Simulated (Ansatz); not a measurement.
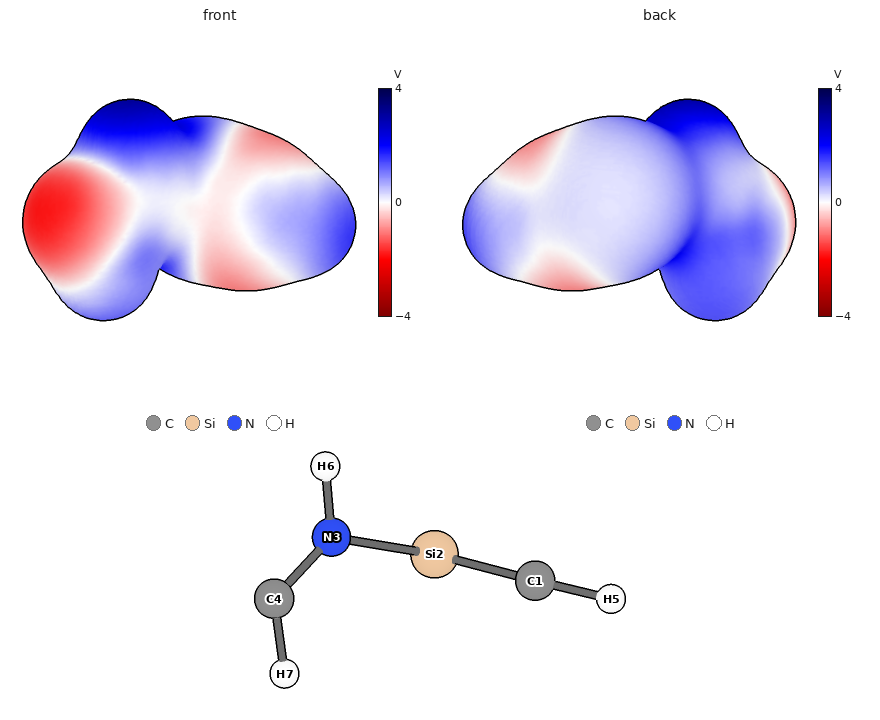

C2H3NSi. The molecular electrostatic potential painted on the density surface at 0.004 e/bohr³, seen from the front and from behind; the colour scale runs from red (negative) to blue (positive). The bare structure is drawn below in the same view.

The calculation used RKS B3LYP-D4/def2-SVP (Ansatz 0.2.0).

Input

```
crystal:
  periodic: [false, false, false]
  atoms:
    - { symbol: C, position_ang: [-2.3241, 0.28937, -1.23624] }
    - { symbol: Si, position_ang: [-0.88515, -0.19346, -0.44411] }
    - { symbol: "N", position_ang: [0.56105, -0.46864, 0.33677] }
    - { symbol: C, position_ang: [1.57556, 0.13141, 0.80456] }
    - { symbol: H, position_ang: [-3.00723, -0.51397, -1.51506] }
    - { symbol: H, position_ang: [1.04128, -1.32736, 0.67377] }
    - { symbol: H, position_ang: [1.72129, 1.2119, 0.78105] }
basis:
  gaussian: { orbitals: def2-SVP }
hamiltonian:
  xc: b3lyp
  dispersion: d4
relax:
  f_tol: 0.02
  max_steps: 50
output:
  orbitals: {}
```

Launched as:

```sh
ansatz run input.yaml --threads 1 --pin off --max-ram 2048MiB --backend cpu --events-out ev --progress --plain --runs-dir out
```

The fields are those of the relaxed geometry.

### Which sites attract a positive test charge, and which a negative one?

A positive charge is drawn to the negative regions and a negative charge to the positive ones. The most negative region (about −1.8 V, or −42 kcal/mol for a unit charge) lies over C4, the most positive (about +3.0 V, or +69 kcal/mol for a unit charge) over H6.
